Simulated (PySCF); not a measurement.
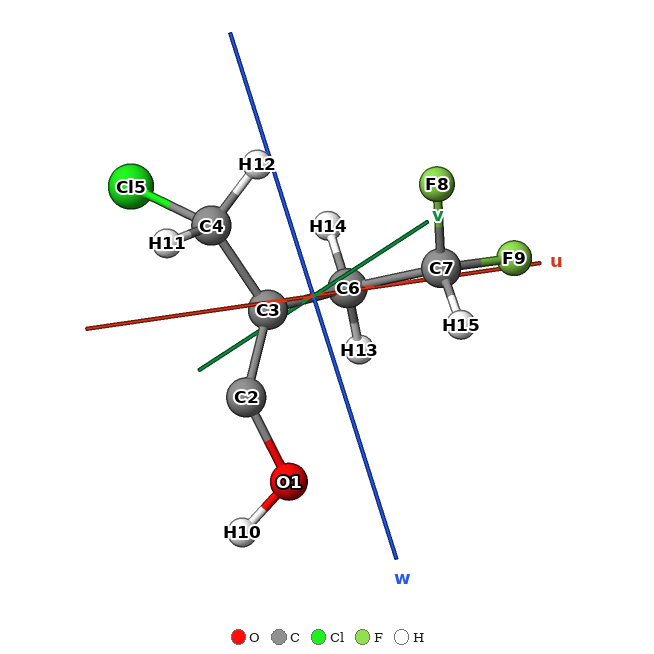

The lines u, v and w are the principal axes of the g tensor. The species is neutral and a spin doublet. The geometry was computed by an optimisation with GFN2-xTB. No frequency run is at hand to confirm it as a minimum. Properties computed with UKS B3LYP, pcH-1 on C Cl F H O, non-relativistic, mean-field spin-orbit, GIAO (PySCF 2.14.0).

### Along which axis does g lie farthest from the free-electron value?

Along v: the shift is 950 ppm.

Give the principal values and shifts.

| axis | g | shift (ppm) |
| --- | --- | --- |
| u | 2.00247 | 150 |
| v | 2.00327 | 950 |
| w | 2.00169 | −627 |
